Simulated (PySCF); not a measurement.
**C3H13Si3 (doublet): density, localisation and related maps**

```xyz
19

C     2.9577   -0.0354    0.0181
C     1.4870    0.1540    0.3629
Si    0.3350   -0.6372   -0.9217
C    -1.4852   -0.4210   -0.4025
Si   -1.8221   -1.3608    1.2148
Si   -2.0583    1.3931   -0.3282
H     3.6021    0.4302    0.7630
H     3.1831    0.4062   -0.9500
H     3.2049   -1.0934   -0.0302
H     1.2741    1.2216    0.4411
H     1.2976   -0.2729    1.3487
H     0.5910   -0.0129   -2.2317
H     0.6337   -2.0748   -1.0306
H    -2.0784   -0.9094   -1.1808
H    -1.2459   -0.7262    2.3991
H    -3.2395   -1.6529    1.4313
H    -1.7631    2.0790   -1.5888
H    -1.3790    2.0849    0.7700
H    -3.5046    1.4372   -0.0920
```

Geometry: GFN2-xTB.

The calculation used PySCF 2.14.0, density-fitted response routines, UKS B3LYP, pcH-1 on C H Si, non-relativistic, mean-field spin-orbit, GIAO.

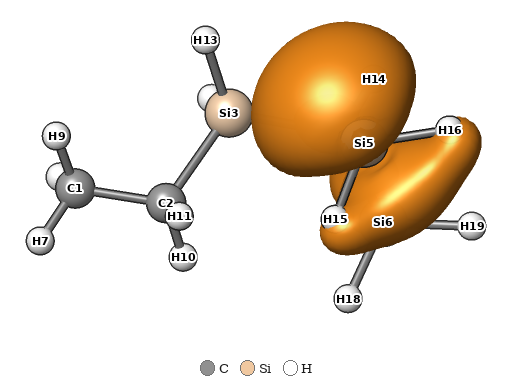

Figure 1. Isosurfaces of the spin density (α minus β) at +0.015 (orange) and −0.015 e/Å³ (purple), seen from one side.

Which atoms carry the spin?

The unpaired spin (1 electron) lies mostly on Si5 (about 0.8), in electrons by Hirshfeld's partition. Only one sign reaches the isovalue.

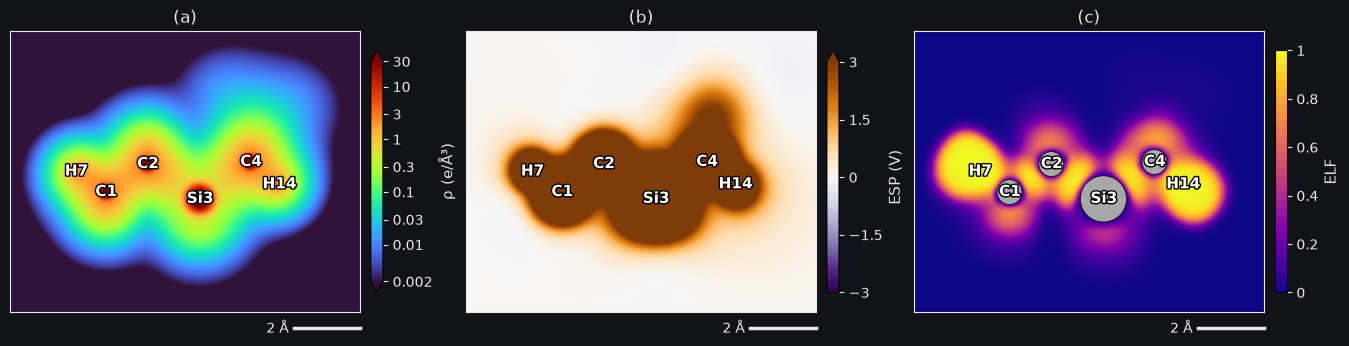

Figure 2. (a) total electron density; (b) molecular electrostatic potential; (c) ELF on the plane of atoms Si3, C4 and H14. Grey discs cover the atomic cores in the ELF map.

What do the fields say about this system?

The plane passes through C, Si and H nuclei.
C–C (1.52 Å): ρ at the midpoint is about 1.6 e/Å³; the ELF peaks at about 0.95 between the atoms; localised, covalent bonding.
C–Si (1.90 Å): the density is about 0.94 e/Å³ at the midpoint; the ELF peaks at about 0.95 between the atoms, as expected for a shared electron pair.
C–H (1.09 Å): ρ at the midpoint is about 2 e/Å³; the ELF climbs to about 1 towards the hydrogen, as it does in any bond to H: an ordinary covalent bond to hydrogen.
The potential has no marked negative region in this plane.

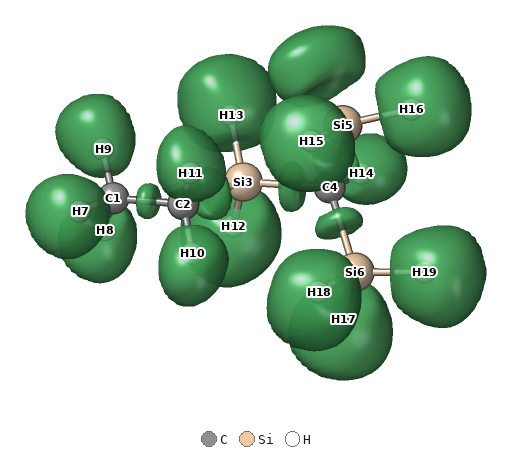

Figure 3. Isosurface of the electron localisation function at 0.85 (green), seen at a tilt. Only the valence region is drawn (cores and ρ < 0.01 e/Å³ removed).

What do the ELF domains correspond to?

The surface consists of one region between bonded C–C atoms (shared pairs), four regions between bonded C–Si atoms (shared pairs), 13 regions around hydrogen nuclei and one lobe on Si, pointing away from the bonds (non-bonding electrons).
